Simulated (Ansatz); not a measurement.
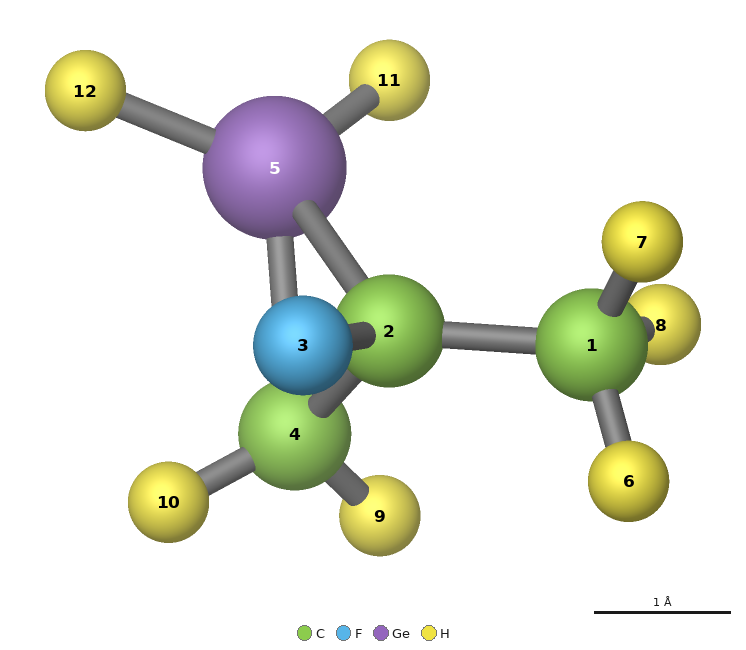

The atoms are numbered. The computed structure is the end point of a PBE-D4/def2-SVP optimisation. No frequency run is at hand to confirm it as a minimum.

Which atoms are bonded, and how long are the bonds?

```tsv
bond	length (Å)
C1–C2	1.507
C1–H6	1.113
C1–H7	1.107
C1–H8	1.107
C2–F3	1.385
C2–C4	1.519
C2–Ge5	1.990
C4–Ge5	1.983
C4–H9	1.104
C4–H10	1.103
Ge5–H11	1.539
Ge5–H12	1.535
```
